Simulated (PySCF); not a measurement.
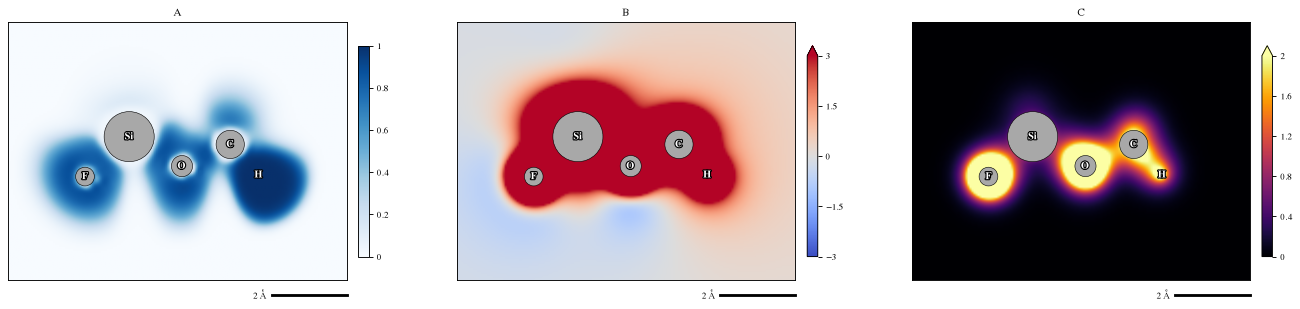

CH₃F₃OSi (SMILES CO[Si](F)(F)F): 3 fields on the plane of atoms O4, C5 and H8, with unlabelled colour scales. Grey discs cover the atomic cores.

Geometry: PBE0-D3(BJ)/def2-SVP.

All numbers below come from PySCF, PBE0/pcSseg-2, SCF density, gas phase, non-relativistic.

Question: Which field does each panel show? The fields are: electron density, electron localisation function and electrostatic potential.

Answer: Panel A: electron localisation function. Panel B: electrostatic potential (strongly positive close to the atoms, with negative regions outside electron-rich atoms). Panel C: electron density. From the grid: C–O (1.41 Å): ρ is about 2 e/Å³ halfway, with its minimum of 1.7 e/Å³ about 0.5 Å from C; the ELF peaks at about 0.85 between the atoms; a polar covalent bond. Si–F (1.59 Å): ρ at the midpoint is about 1.2 e/Å³; the ELF peaks at about 0.85 in the valence shell of F, 0.6 Å from its nucleus, and is about 0.60 at the midpoint.
